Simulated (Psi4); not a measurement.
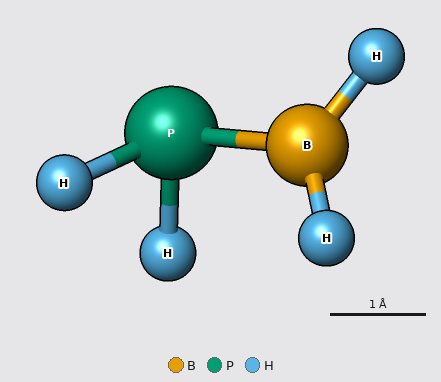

**Figure 1.** The structure (ball-and-stick view, seen at a tilt). Bond lengths as drawn: B–H 1.19 to 1.20 Å, B–P 1.84 Å and H–P 1.44 Å.

## BPH4 (charge −1): field calculation

BPH4, charge −1, multiplicity 2, SMILES [BH2-]P, computed with B3LYP/aug-cc-pCVDZ, UKS, dispersion D2, sfX2C, in an applied electric field (Psi4 1.11).

The geometry comes from this level: GFN2-xTB.

The program's output
```
Psi4 1.11 release

Relativistic analytic gradients are not implemented yet, re-routing to finite differences.

   => Loading Basis Set <=

    Name: AUG-CC-PCVDZ
    Role: ORBITAL
    Keyword: BASIS

   => B3LYP-D2: Empirical Dispersion <=

        s6 =       1.050000
    alpha6 =      20.000000
       sr6 =       1.100000

         ---------------------------------------------------------
                                   SCF
                              UKS Reference
                        1 Threads,   1525 MiB Core
         ---------------------------------------------------------

  ==> Geometry <==

    Molecular point group: c1
    Full point group: C1

    Geometry (in Angstrom), charge = -1, multiplicity = 2:

       Center              X                  Y                   Z               Mass
    ------------   -----------------  -----------------  -----------------  -----------------
         B            0.000307144653    -0.042798613542    -1.312061931969    11.009305360000
         P            0.000307144653    -0.042798613542     0.531519068031    30.973761998420
         H            0.000307144653     0.967385995663    -1.950523611699     1.007825032230
         H           -0.002258467531    -1.097284450831    -1.863282081719     1.007825032230
         H            0.962119873396     0.962208708619     0.902663219596     1.007825032230
         H           -0.972963305817     0.950555837090     0.908558110483     1.007825032230

  Running in c1 symmetry.

  Rotational constants: A =      2.87518  B =      0.43585  C =      0.41351 [cm^-1]
  Rotational constants: A =  86195.64995  B =  13066.47727  C =  12396.85148 [MHz]
  Nuclear repulsion =   46.189565014211674

  Charge       = -1
  Multiplicity = 2
  Electrons    = 25
  Nalpha       = 13
  Nbeta        = 12

  ==> Algorithm <==

  SCF Algorithm Type is DF.
  DIIS enabled.
  MOM disabled.
  Fractional occupation disabled.
  Guess Type is SAD.
  Energy threshold   = 1.00e-06
  Density threshold  = 1.00e-06
  Integral threshold = 1.00e-12

  ==> Primary Basis <==

  Basis Set: AUG-CC-PCVDZ
    Blend: AUG-CC-PCVDZ
    Number of shells: 45
    Number of basis functions: 99
    Number of Cartesian functions: 104
    Spherical Harmonics?: true
    Max angular momentum: 2

  ==> DFT Potential <==

   => LibXC <=

    Version 7.1.2

   => Composite Functional: B3LYP-D2 <=

    B3LYP-d2 Hyb-GGA Exchange-Correlation Functional

    Deriv               =              1
    GGA                 =           TRUE
    Meta                =          FALSE

    Exchange Hybrid     =           TRUE
    MP2 Hybrid          =          FALSE

   => Exchange Functionals <=

    0.0800   Slater exchange
    0.7200         Becke 88

   => Exact (HF) Exchange <=

    0.2000               HF

   => Correlation Functionals <=

    0.1900   Vosko, Wilk & Nusair (VWN5_RPA)
    0.8100   Lee, Yang & Parr

   => LibXC Density Thresholds  <==

    XC_HYB_GGA_XC_B3LYP:  1.00E-15

   => Molecular Quadrature <=

    Radial Scheme          =       TREUTLER
    Pruning Scheme         =           NONE
    Nuclear Scheme         =       TREUTLER

    Blocking Scheme        =         OCTREE
    BS radius alpha        =              1
    Pruning alpha          =              1
    Radial Points          =             75
    Spherical Points       =            302
    Total Points           =         132110
    Total Blocks           =           1056
    Max Points             =            255
    Max Functions          =             99
    Weights Tolerance      =       1.00E-15

   => Loading Basis Set <=

    Name: (AUG-CC-PCVDZ AUX)
    Role: JKFIT
    Keyword: DF_BASIS_SCF

   => Loading Basis Set <=

    Name: (AUG-CC-PCVDZ AUX)
    Role: DECON
    Keyword: BASIS_RELATIVISTIC

  ==> Integral Setup <==

  DFHelper Memory: AOs need 0.023 GiB; user supplied 0.781 GiB.
  SCF_SUBTYPE=INCORE selected. In-core MEM_DF algorithm will be used.
  Using in-core AOs.

  ==> MemDFJK: Density-Fitted J/K Matrices <==

    J tasked:                   Yes
    K tasked:                   Yes
    wK tasked:                   No
    Memory [MiB]:               800
    Algorithm:                 Core
    Schwarz Cutoff:           1E-12
    Mask sparsity (%):       0.3673
    Fitting Condition:        1E-10

   => Auxiliary Basis Set <=

  Basis Set: (AUG-CC-PCVDZ AUX)
    Blend: DEF2-UNIVERSAL-JKFIT
    Number of shells: 87
    Number of basis functions: 275
    Number of Cartesian functions: 324
    Spherical Harmonics?: true
    Max angular momentum: 4

  Cached 100.0% of DFT collocation blocks in 0.336 [GiB].

 OEINTS: Using relativistic (X2C) overlap, kinetic, and potential integrals.
  Perturbing V by 0.005000 mu(y).

  perturb_with = DIPOLE         ------------------------------------------------------------
         Spin-Free X2C Integrals at the One-Electron Level (SFX2C-1e)
         ------------------------------------------------------------

  ==> X2C Options <==

    Computational Basis: AUG-CC-PCVDZ
    X2C Basis: (AUG-CC-PCVDZ AUX)
    The X2C Hamiltonian will be computed in the X2C Basis

    Perturbing V by 0.005000 mu(y).

    Comparing only 99 out of 142 elements of H_Dirac

    The 1-norm of |H_X2C - H_Dirac| is: 51.276835798990

    WARNING: The X2C and Dirac Hamiltonians have substatially different eigenvalues!
             This is probably caused by the recontraction of the basis set.

  Minimum eigenvalue in the overlap matrix is 1.4620314438E-04.
  Reciprocal condition number of the overlap matrix is 1.6948507262E-05.
    Using symmetric orthogonalization.

  ==> Pre-Iterations <==

  SCF Guess: Superposition of Atomic Densities via on-the-fly atomic UHF (no occupation information).

   -------------------------
    Irrep   Nso     Nmo
   -------------------------
     A         99      99
   -------------------------
    Total      99      99
   -------------------------

  ==> Iterations <==

                           Total Energy        Delta E     RMS |[F,P]|

   @DF-UKS iter SAD:  -368.80889897350784   -3.68809e+02   0.00000e+00
   @DF-UKS iter   1:  -369.01889520498173   -2.09996e-01   7.36166e-03 DIIS/ADIIS
   @DF-UKS iter   2:  -368.06403421178760    9.54861e-01   1.13579e-02 DIIS/ADIIS
   @DF-UKS iter   3:  -369.32618294486042   -1.26215e+00   1.69883e-03 DIIS/ADIIS
   @DF-UKS iter   4:  -369.34993576994407   -2.37528e-02   5.34587e-04 DIIS/ADIIS
   @DF-UKS iter   5:  -369.35160998480745   -1.67421e-03   2.28021e-04 DIIS/ADIIS
   @DF-UKS iter   6:  -369.35194576140151   -3.35777e-04   5.02630e-05 DIIS
   @DF-UKS iter   7:  -369.35196534422494   -1.95828e-05   2.55156e-05 DIIS
   @DF-UKS iter   8:  -369.35197035221557   -5.00799e-06   6.94276e-06 DIIS
   @DF-UKS iter   9:  -369.35197084701218   -4.94797e-07   3.15753e-06 DIIS
   @DF-UKS iter  10:  -369.35197096752546   -1.20513e-07   3.61523e-07 DIIS
  Energy and wave function converged.

  ==> Post-Iterations <==

   Electrons on quadrature grid:
      Nalpha   =   13.0000137071 ; deviation = 1.371e-05
      Nbeta    =   11.9999935596 ; deviation = -6.440e-06
      Ntotal   =   25.0000072667 ; deviation = 7.267e-06

   @Spin Contamination Metric:   3.151586445E-03
   @S^2 Expected:                7.500000000E-01
   @S^2 Observed:                7.531515864E-01
   @S   Expected:                5.000000000E-01
   @S   Observed:                5.000000000E-01

    Orbital Energies [Eh]
    ---------------------

    Alpha Occupied:

       1A    -77.021402     2A     -6.513907     3A     -6.358624
       4A     -4.486522     5A     -4.485344     6A     -4.481096
       7A     -0.444700     8A     -0.277927     9A     -0.177126
      10A     -0.162869    11A     -0.121184    12A     -0.044929
      13A      0.046023

    Alpha Virtual:

      14A      0.093888    15A      0.121109    16A      0.122759
      17A      0.134375    18A      0.164575    19A      0.165413
      20A      0.182721    21A      0.199829    22A      0.203070
      23A      0.216445    24A      0.225097    25A      0.249773
      26A      0.253315    27A      0.296676    28A      0.313313
      29A      0.335211    30A      0.355666    31A      0.362058
      32A      0.382508    33A      0.391613    34A      0.416241
      35A      0.438251    36A      0.453786    37A      0.481828
      38A      0.487901    39A      0.499625    40A      0.517225
      41A      0.534116    42A      0.549375    43A      0.552239
      44A      0.556525    45A      0.565312    46A      0.575859
      47A      0.595683    48A      0.608145    49A      0.621635
      50A      0.676222    51A      0.681047    52A      0.702993
      53A      0.743584    54A      0.771607    55A      0.852036
      56A      0.859167    57A      0.894104    58A      0.912395
      59A      0.961924    60A      0.988041    61A      1.004059
      62A      1.045173    63A      1.057190    64A      1.070877
      65A      1.093345    66A      1.187930    67A      1.201159
      68A      1.224670    69A      1.241021    70A      1.329870
      71A      1.413368    72A      1.551960    73A      1.569105
      74A      1.665438    75A      1.779539    76A      1.854774
      77A      1.919187    78A      1.933559    79A      2.015914
      80A      2.082308    81A      2.126667    82A      2.235545
      83A      2.251623    84A      2.360569    85A      2.526914
      86A      2.595195    87A      8.391628    88A      8.466240
      89A      8.617256    90A     11.593655    91A     11.597899
      92A     11.609346    93A     11.627341    94A     11.629215
      95A     13.102434    96A     13.261419    97A     15.189465
      98A     15.857380    99A     16.112796

    Beta Occupied:

       1A    -77.021658     2A     -6.507749     3A     -6.358872
       4A     -4.486747     5A     -4.485715     6A     -4.481477
       7A     -0.438260     8A     -0.259802     9A     -0.166807
      10A     -0.156918    11A     -0.115377    12A     -0.043251

    Beta Virtual:

      13A      0.092762    14A      0.119964    15A      0.121676
      16A      0.127865    17A      0.134167    18A      0.164759
      19A      0.180313    20A      0.181949    21A      0.201796
      22A      0.211810    23A      0.216731    24A      0.226595
      25A      0.250825    26A      0.263045    27A      0.305788
      28A      0.314799    29A      0.337354    30A      0.363282
      31A      0.365663    32A      0.391401    33A      0.395589
      34A      0.421125    35A      0.441759    36A      0.456538
      37A      0.490827    38A      0.500511    39A      0.506101
      40A      0.521082    41A      0.540500    42A      0.559224
      43A      0.560500    44A      0.562249    45A      0.567240
      46A      0.577644    47A      0.609812    48A      0.613015
      49A      0.623584    50A      0.679556    51A      0.698993
      52A      0.710633    53A      0.744578    54A      0.777233
      55A      0.858658    56A      0.866636    57A      0.896594
      58A      0.917214    59A      0.965637    60A      0.993767
      61A      1.006218    62A      1.051514    63A      1.059112
      64A      1.078163    65A      1.115736    66A      1.191461
      67A      1.205732    68A      1.249279    69A      1.255546
      70A      1.348253    71A      1.422212    72A      1.561200
      73A      1.580806    74A      1.668977    75A      1.787150
      76A      1.863418    77A      1.925569    78A      1.940696
      79A      2.022779    80A      2.089770    81A      2.128559
      82A      2.244174    83A      2.258736    84A      2.361172
      85A      2.529907    86A      2.598577    87A      8.391339
      88A      8.466355    89A      8.617289    90A     11.593528
      91A     11.597790    92A     11.609151    93A     11.627175
      94A     11.629163    95A     13.107341    96A     13.264829
      97A     15.202679    98A     15.860712    99A     16.116387

    Final Occupation by Irrep:
              A
    DOCC [    12 ]
    SOCC [     1 ]
    NA   [    13 ]
    NB   [    12 ]

  @DF-UKS Final Energy:  -369.35197096752546

   => Energetics <=

    Nuclear Repulsion Energy =             46.1895650142116736
    One-Electron Energy =                -605.3004727707134407
    Two-Electron Energy =                 213.2041450278001093
    DFT Exchange-Correlation Energy =     -23.4419711260507810
    Empirical Dispersion Energy =          -0.0032371127729569
    VV10 Nonlocal Energy =                  0.0000000000000000
    Total Energy =                       -369.3519709675254035

  UHF NO Occupations:
  HONO-2 :   11  A 1.9996677
  HONO-1 :   12  A 1.9991080
  HONO-0 :   13  A 1.0000000
  LUNO+0 :   14  A 0.0008920
  LUNO+1 :   15  A 0.0003323
  LUNO+2 :   16  A 0.0001432
  LUNO+3 :   17  A 0.0001191

Computation Completed

Properties will be evaluated at   0.000000,   0.000000,   0.000000 [a0]

Properties computed using the SCF density matrix

 Multipole Moments:

 ------------------------------------------------------------------------------------
     Multipole            Electronic (a.u.)      Nuclear  (a.u.)        Total (a.u.)
 ------------------------------------------------------------------------------------

 L = 1.  Multiply by 2.5417464519 to convert [e a0] to [Debye]
 Dipole X            :          0.0103276           -0.0125702           -0.0022426
 Dipole Y            :         -1.8147376            1.7515755           -0.0631621
 Dipole Z            :          2.2031658           -1.1151425            1.0880233
 Magnitude           :                                                    1.0898574

 ------------------------------------------------------------------------------------

	total time  =          5 seconds =       0.08 minutes

  Variable Map:
  ----------------------------------------------------------------------------
  "B3LYP-D2 DISPERSION CORRECTION ENERGY" =>      -0.003237112773
  "CURRENT ENERGY"                        =>    -369.351970967525
  "CURRENT REFERENCE ENERGY"              =>    -369.351970967525
  "DD SOLVATION ENERGY"                   =>       0.000000000000
  "DFT FUNCTIONAL TOTAL ENERGY"           =>    -369.348733854752
  "DFT TOTAL ENERGY"                      =>    -369.351970967525
  "DFT VV10 ENERGY"                       =>       0.000000000000
  "DFT XC ENERGY"                         =>     -23.441971126051
  "DISPERSION CORRECTION ENERGY"          =>      -0.003237112773
  "GRID ELECTRONS ALPHA"                  =>      13.000013707099
  "GRID ELECTRONS BETA"                   =>      11.999993559560
  "GRID ELECTRONS TOTAL"                  =>      25.000007266659
  "NUCLEAR REPULSION ENERGY"              =>      46.189565014212
  "ONE-ELECTRON ENERGY"                   =>    -605.300472770713
  "PCM POLARIZATION ENERGY"               =>       0.000000000000
  "PE ENERGY"                             =>       0.000000000000
  "SCF ITERATION ENERGY"                  =>    -369.351970967525
  "SCF ITERATIONS"                        =>      10.000000000000
  "SCF TOTAL ENERGY"                      =>    -369.351970967525
  "TWO-ELECTRON ENERGY"                   =>     213.204145027800
  "XC GRID RADIAL POINTS"                 =>      75.000000000000
  "XC GRID SPHERICAL POINTS"              =>     302.000000000000
  "XC GRID TOTAL POINTS"                  =>  132110.000000000000

  Array Variable Map:
  ----------------------------------------------------------------------------
  "CURRENT DIPOLE"                        =>      -0.002242589440 ... 1.088023254215 1 by 3
  "SCF DIPOLE"                            =>      -0.002242589440 ... 1.088023254215 1 by 3
  "SCF TOTAL ENERGIES"                    =>    -368.808898973508 ... -369.351970967525 1 by 11

    Psi4 run time: 0:00:05.48
```

The run was set up as follows.

Input (input.dat)
```
memory 1.6 GB

molecule system {
  -1 2
  B
  P 1 r2
  H 1 r3 2 a3
  H 1 r4 3 a4 2 d4
  H 2 r5 1 a5 4 d5
  H 2 r6 5 a6 1 d6

  r2 = 1.843581
  r3 = 1.195034
  a3 = 122.2939
  r4 = 1.18987
  a4 = 120.10823
  d4 = 179.85719
  r5 = 1.439747
  a5 = 104.93863
  d5 = 136.39751
  r6 = 1.440891
  a6 = 84.40769
  d6 = -104.24065
  symmetry c1
  no_reorient
  no_com
}

set {
  basis aug-cc-pCVDZ
  reference uks
  perturb_h true
  perturb_with dipole
  perturb_dipole [0.0, 0.005, 0.0]
  df_scf_guess false
  relativistic x2c
}

energy_value, wavefunction = energy("b3lyp-d2", return_wfn=True)
print_variables()
```

Command:
```bash
psi4 input.dat output.dat -n 1
```

Key numbers

| quantity | value |
| --- | --- |
| outcome | converged |
| total energy | −369.351971 hartree |
| dispersion energy | −0.003237 hartree |
| basis functions | 99 |
| ⟨S²⟩ | 0.753 |
| hardware | 1 thread of Intel Xeon (Granite Rapids), 16 GiB of memory available, shared host |
| wall time | 6.6 s |
| peak memory | 0.59 GiB |

Notes

Settings chosen away from the usual ones: df_scf_guess set to false. The record of the run, not the program, notes: unbound anion.
